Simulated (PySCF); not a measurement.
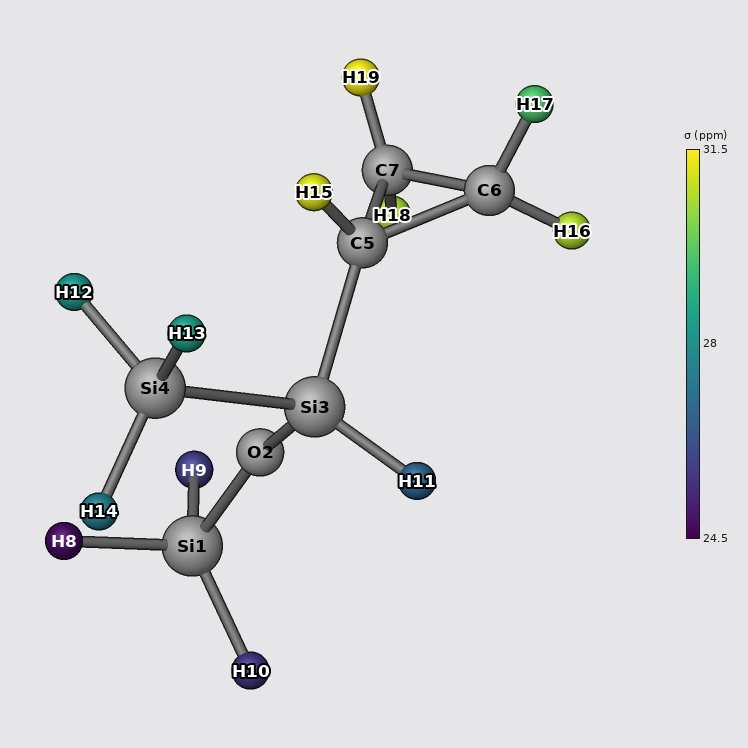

Atoms are coloured by their isotropic NMR shieldings (H only, the others grey). Geometry: a frame of a GFN2-xTB molecular-dynamics simulation, not a minimum. Level of theory: GIAO PBE0/pcSseg-1 NMR shielding, non-relativistic, gas phase (PySCF 2.14.0).

Which H atom is the most shielded (lowest chemical shift)?

Answer. H19 (31.34 ppm).

Which H atom is the least shielded (highest chemical shift)?

Answer. H8 (24.73 ppm).

How wide is the range of H shifts?

Answer. 6.61 ppm.

Give the isotropic NMR shieldings of the H atoms atom by atom.

| atom | σ (ppm) |
| --- | --- |
| H8 | 24.73 |
| H9 | 25.80 |
| H10 | 25.60 |
| H11 | 26.75 |
| H12 | 28.17 |
| H13 | 28.42 |
| H14 | 27.43 |
| H15 | 31.12 |
| H16 | 30.69 |
| H17 | 29.56 |
| H18 | 30.62 |
| H19 | 31.34 |
